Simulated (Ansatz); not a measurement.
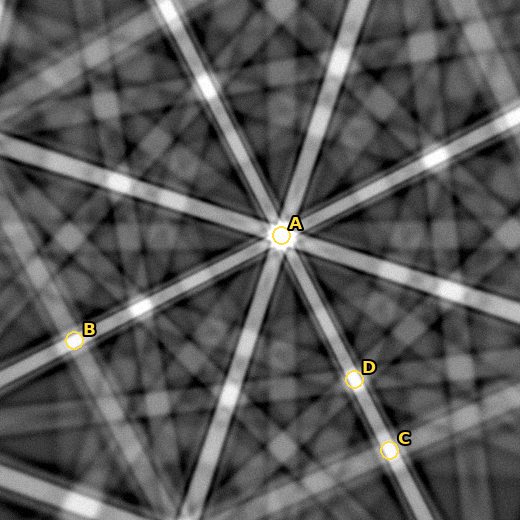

Simulated Kikuchi (electron backscatter) pattern at 20 kV: kinematic bands of width 2θ(Bragg) in gnomonic projection, seen from the camera side; the frame spans ±37° from its centre. Crystal: Sr₂YSiO₆, space group Fm-3m (No. 225), a = 8.14 Å. Structure: the geometry relaxed (final pressure about -6 GPa) with Ansatz, DFT, PAW plane waves, pbe; the starting structure was generated, so it need not be a known form of this composition.

Pole A is [001] and pole B is [-112].

Q: Index the poles C and D.

A: C is [-1-12], 35.3° from A and 48.2° from B. D is [-1-13], 25.2° from A and 42.4° from B.

Q: Which band joins A and B, and how wide is it?

A: It comes from the planes common to both zones. The strongest order is 2 2 0 with d = 2.878 Å, so the band is 2θ = 1.7° wide (λ = 0.0859 Å). Other orders of the same planes (4 4 0) lie on the same centre line with other widths.
